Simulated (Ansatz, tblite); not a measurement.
**In4Sb5 zinc blende off sphere (In4Sb5H16+): spin states and exact exchange**

Is the singlet the ground state of In4Sb5 zinc blende off sphere (In4Sb5H16+)? Other spin states are computed and compared level by level.

Computed with Ansatz 0.2.0, Gaussian basis. Level: as each input shows.

Levels to be run: triplet, at the geometry of the singlet (GFN1-xTB, GFN2-xTB, PBE0-D4/def2-TZVP, PBE-D4/def2-TZVP); the singlet's energies come from earlier runs.

1 further run of the same task is left out (set aside as unsound or not needed).

**1. The structure**

The geometry is that of the singlet, from an earlier relaxation (r2SCAN-D4/def2-SVP).

25 atoms, charge 1, spin multiplicity 1.

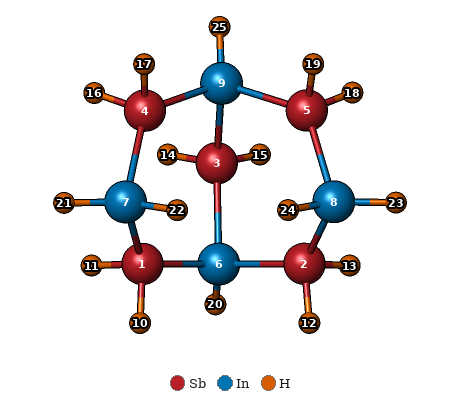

The geometry (antimony red, indium blue, hydrogen orange); atoms are numbered from 1 in the order of the file.

In, Sb take a core potential in the def2 sets. No spin-orbit coupling is included. The ion is computed in the gas phase, without counter-ions or solvent.

**2. Triplet at the fixed geometry, GFN1-xTB**

Tight binding, by tblite at 300 K electronic temperature and without a spin-polarisation term:

```python
tblite.interface.Calculator('GFN1-xTB', numbers, positions, charge=1, uhf=2).singlepoint()
```

Energy -732.6942 eV; 0.08 s.

**3. Triplet at the fixed geometry, GFN2-xTB**

Tight binding, by tblite at 300 K electronic temperature and without a spin-polarisation term:

```python
tblite.interface.Calculator('GFN2-xTB', numbers, positions, charge=1, uhf=2).singlepoint()
```

Energy -639.7818 eV; 0.11 s.

**4. Triplet at the fixed geometry, PBE0-D4/def2-TZVP**

in.yaml reads:

```yaml
crystal:
  periodic: [false, false, false]
  atoms:
    - {symbol: Sb, position_ang: [0.311950, -3.104611, 0.053393]}
    - {symbol: Sb, position_ang: [0.306886, 0.052290, -3.103245]}
    - {symbol: Sb, position_ang: [-2.774547, -0.006379, -0.002731]}
    - {symbol: Sb, position_ang: [0.304800, -0.053620, 3.102563]}
    - {symbol: Sb, position_ang: [0.298844, 3.104614, -0.052272]}
    - {symbol: In, position_ang: [-1.422424, -1.802418, -1.797819]}
    - {symbol: In, position_ang: [2.198156, -2.023446, 2.026886]}
    - {symbol: In, position_ang: [2.187650, 2.036476, -2.030896]}
    - {symbol: In, position_ang: [-1.431891, 1.793041, 1.796109]}
    - {symbol: H, position_ang: [1.131168, -4.226195, -0.924818]}
    - {symbol: H, position_ang: [-0.715452, -4.234627, 0.798990]}
    - {symbol: H, position_ang: [1.128733, -0.924849, -4.223926]}
    - {symbol: H, position_ang: [-0.723347, 0.792771, -4.234110]}
    - {symbol: H, position_ang: [-3.901802, -0.905117, 0.893800]}
    - {symbol: H, position_ang: [-3.901553, 0.889740, -0.902184]}
    - {symbol: H, position_ang: [-0.722716, -0.802403, 4.230380]}
    - {symbol: H, position_ang: [1.118955, 0.926698, 4.226037]}
    - {symbol: H, position_ang: [-0.730852, 4.235786, -0.792923]}
    - {symbol: H, position_ang: [1.116443, 4.223967, 0.929915]}
    - {symbol: H, position_ang: [-2.462158, -2.765937, -2.763484]}
    - {symbol: H, position_ang: [2.320267, -3.227288, 3.232741]}
    - {symbol: H, position_ang: [3.253820, -1.069409, 1.075444]}
    - {symbol: H, position_ang: [2.291920, 3.241404, -3.237191]}
    - {symbol: H, position_ang: [3.256812, 1.093956, -1.083659]}
    - {symbol: H, position_ang: [-2.476862, 2.753256, 2.759402]}
basis:
  gaussian: {orbitals: def2-TZVP, fitting: {mean_field: def2-universal-jkfit}}
total_charge: 1
magnetization: {spin_polarized: true, initial_magnetization: 2}
hamiltonian: {xc: pbe0, dispersion: d4}
scf: {omitted_lower_state_checks: [starts]}
output: {orbitals: {seedname: orbitals}}
```

Launch:

```sh
$ ansatz run in.yaml --threads 2 --pin off --events-out ev --progress --plain --max-ram 32768MiB --backend cuda --devices 0, --max-vram 18GiB
```

Log:

```text
Functional definition: PBE0
  name "PBE0"
  cite "Adamo & Barone, J. Chem. Phys. 110, 6158 (1999) doi:10.1063/1.478522"
  cite "Perdew, Burke & Ernzerhof, Phys. Rev. Lett. 77, 3865 (1996) doi:10.1103/PhysRevLett.77.3865"
  parent pbe
  parameter a = 0.25
  parameter kappa = 0.804
  parameter beta = 0.06672455060314922
  exchange = (1 - a)*pbe_x(kappa = kappa, mu = beta*pi^2/3) + a*exact_x
  correlation = pbe_c(beta = beta)
these checks for a lower state are left out or cut short: starts
2250 factors; integrals over basis functions are off by at most 6.9e-1 eV
mean field evaluation 1: about -53635.5129 eV, gradient 1.7e1 eV
mean field evaluation 2: about -53636.3482 eV, gradient 1.3e1 eV
mean field evaluation 4: about -53637.1634 eV, gradient 2.1e0 eV
mean field evaluation 8: about -53637.1908 eV, gradient 1.6e-1 eV
mean field evaluation 16: about -53637.1913 eV, gradient 7.4e-3 eV
mean field evaluation 32: about -53637.4255 eV, gradient 8.2e-6 eV
mean field -53637.42548679 eV, -1971.1390298868 hartree, gradient 8.2e-6 eV, S^2 2.008212; 0 other end points of the search recorded, 0 dependent functions left out
reference -53637.42558200 eV, -1971.1390333856 hartree; 108, 106 occupied and 438, 440 virtual orbitals, 2250 factors
Total energy: -53638.57674770 eV, -1971.1813379447 hartree
Checks for a lower state left out: starts
```

Wall time 22 s (1 × H100 (card shared with other runs) with 2 threads of AMD EPYC 7R13, shared host); peak host memory 1.2 GiB.

Report: HOMO -6.23 eV, LUMO -8.86 eV (over both spins; with the spin held, an empty level of the minority spin lies below the top filled one); ⟨S²⟩ 2.008 (pure: 2.00).

**5. Triplet at the fixed geometry, PBE-D4/def2-TZVP**

start.molden holds the orbitals of an earlier run on this state, given as this run's starting guess.

Edit in.yaml of step 4 so:

```diff
@@ -29,6 +29,6 @@
 basis:
-  gaussian: {orbitals: def2-TZVP, fitting: {mean_field: def2-universal-jkfit}}
+  gaussian: {orbitals: def2-TZVP, fitting: {mean_field: def2-universal-jkfit}, initial_orbitals: start.molden}
 total_charge: 1
 magnetization: {spin_polarized: true, initial_magnetization: 2}
-hamiltonian: {xc: pbe0, dispersion: d4}
+hamiltonian: {xc: pbe, dispersion: d4}
 scf: {omitted_lower_state_checks: [starts]}
```

The command is unchanged.

Log:

```text
Functional definition: PBE
  name "PBE"
  cite "Perdew, Burke & Ernzerhof, Phys. Rev. Lett. 77, 3865 (1996) doi:10.1103/PhysRevLett.77.3865"
  parent pbe
  parameter kappa = 0.804
  parameter beta = 0.06672455060314922
  exchange = pbe_x(kappa = kappa, mu = beta*pi^2/3)
  correlation = pbe_c(beta = beta)
these checks for a lower state are left out or cut short: starts
2250 factors; integrals over basis functions are off by at most 6.9e-1 eV
mean field evaluation 1: about -53635.1928 eV, gradient 9.1e0 eV
mean field evaluation 2: about -53635.5953 eV, gradient 5.1e-1 eV
mean field evaluation 4: about -53635.6921 eV, gradient 4.9e-1 eV
mean field evaluation 8: about -53635.7093 eV, gradient 4.4e-2 eV
mean field evaluation 16: about -53635.7113 eV, gradient 6.2e-4 eV
mean field -53635.71127744 eV, -1971.0760338550 hartree, gradient 2.4e-6 eV, S^2 2.003556; 0 other end points of the search recorded, 0 dependent functions left out
reference -53635.71140344 eV, -1971.0760384853 hartree; 108, 106 occupied and 438, 440 virtual orbitals, 2250 factors
Total energy: -53636.96909154 eV, -1971.1222576707 hartree
Checks for a lower state left out: starts
```

Run time: 26 s. Hardware: 1 × H100 (card shared with other runs) with 2 threads of AMD EPYC 7R13, shared host; peak host memory 1.2 GiB.

From the report: HOMO -5.62 eV, LUMO -9.26 eV (over both spins; with the spin held, an empty level of the minority spin lies below the top filled one); ⟨S²⟩ 2.004 (pure: 2.00).

**6. Triplet less singlet, vertical**

The singlet's energies are those of its earlier runs, whose logs aren't repeated here.

```
            level  triplet less singlet, vertical (eV)    time
         GFN1-xTB                               +2.750  0.14 s
         GFN2-xTB                               +2.731  0.17 s
 PBE-D4/def2-TZVP                               +3.703    41 s
PBE0-D4/def2-TZVP                               +4.169    37 s
```

Times add the two runs; a level without a time comes out of a correlated run. Tight binding without a spin term can't rank spin states.

**7. Summary of results**

| quantity | value |
| --- | --- |
| triplet less singlet, vertical, functionals in def2-TZVP | +3.703 (PBE-D4) to +4.169 eV (PBE0-D4) |

What this shows: All functionals put the triplet above the singlet, over a spread of 0.466 eV. The checks for a lower triplet were left out, so another state of that spin may lie lower. These are electronic energies, without zero-point motion, entropy or surroundings.
